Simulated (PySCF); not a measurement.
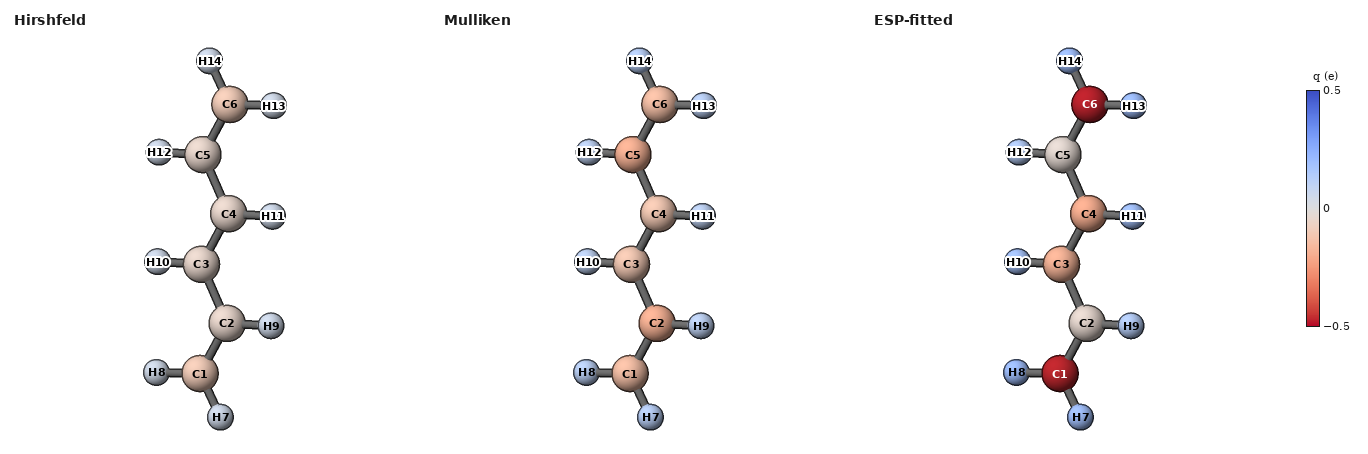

Atomic charges of one calculation by 3 schemes, on one colour scale. Computed geometry: GFN2-xTB optimisation. No frequency run is at hand to confirm it as a minimum. Level of theory: PBE0/pcSseg-1 (PySCF 2.14.0).

> Which scheme gives the most polar picture (largest mean size of the charges)?

The ESP-fitted charges are the largest in size here, and the Hirshfeld charges the smallest.

> On which atom do the schemes disagree most?

On C1 (from −0.47 to −0.10 e); C6 (from −0.47 to −0.10 e).

List the charges (e), one line for each set of equivalent atoms.

| atom | Hirshfeld | Mulliken | ESP-fitted |
| --- | --- | --- | --- |
| C1, C6 | −0.10 | −0.14 | −0.47 |
| C2, C5 | −0.05 | −0.18 | −0.04 |
| C3, C4 | −0.04 | −0.11 | −0.17 |
| H7, H14 | 0.05 | 0.12 | 0.19 |
| H8, H13 | 0.05 | 0.11 | 0.20 |
| H9, H12 | 0.05 | 0.10 | 0.13 |
| H10, H11 | 0.05 | 0.10 | 0.17 |
